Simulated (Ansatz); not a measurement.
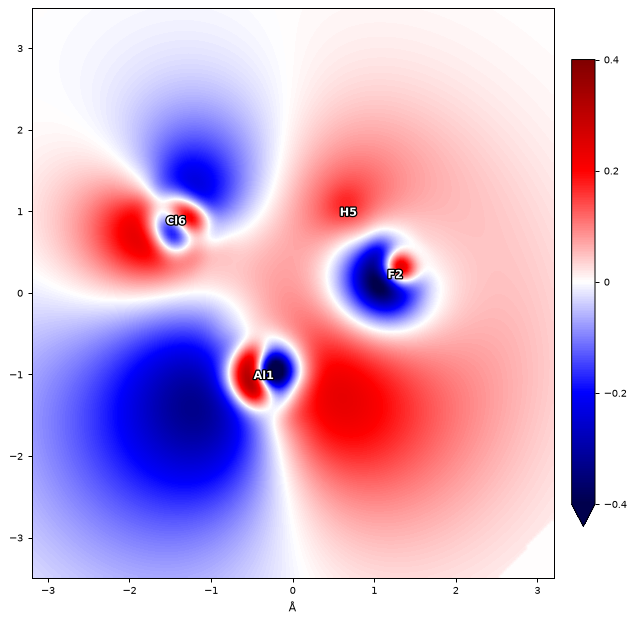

AlClFH₃. One frontier orbital on the plane of atoms F2, Al1 and Cl6 (values in Å⁻³ᐟ²; the overall sign is arbitrary).

The product side of a reaction path; geometry: PBE0-D4/def2-TZVP.

These are results of Ansatz 0.2.0, RKS PBE0-D4/def2-TZVPP, not measurements.

Input file:

```
crystal:
  periodic: [false, false, false]
  atoms:
    - {symbol: Al, position_ang: [-0.209297, 0.387364, -0.523651]}
    - {symbol: F, position_ang: [-0.541260, -0.715259, 1.146980]}
    - {symbol: H, position_ang: [-0.907291, -0.457435, -1.653203]}
    - {symbol: H, position_ang: [-0.600544, 1.843736, -0.073444]}
    - {symbol: H, position_ang: [0.397272, -0.892376, 1.222891]}
    - {symbol: Cl, position_ang: [1.861119, -0.165931, -0.119674]}
basis:
  gaussian: {orbitals: def2-TZVPP}
hamiltonian: {xc: pbe0, dispersion: d4}
output: {orbitals: {seedname: orbitals}}
```

Command:

```sh
ansatz run in.yaml --threads 2 --pin off --events-out ev --progress --plain --max-ram 4352MiB
```

> Which orbital is it: HOMO or LUMO?

The LUMO, at −0.45 eV. It lies mainly on Al1 (about 65 %), Cl6 (about 10 %), F2 (about 10 %), H3 (about 5 %) and H4 (about 5 %).
